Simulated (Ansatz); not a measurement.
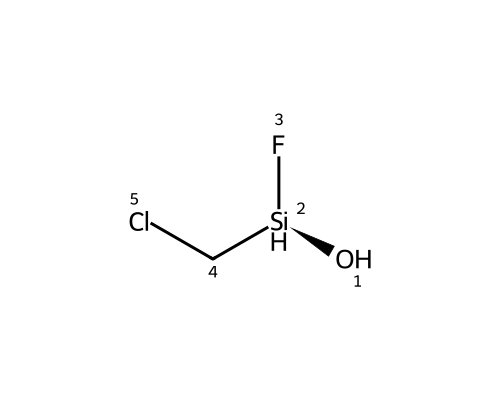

Skeletal drawing with numbered atoms; wedges and dashes mark any stereocentres. The configuration is that of a computed structure (PBE0-D4/def2-TZVP).

Q: Assign CIP descriptors.

A: Si2: R.

Q: Write the isomeric SMILES.

A: O[Si@H](F)CCl
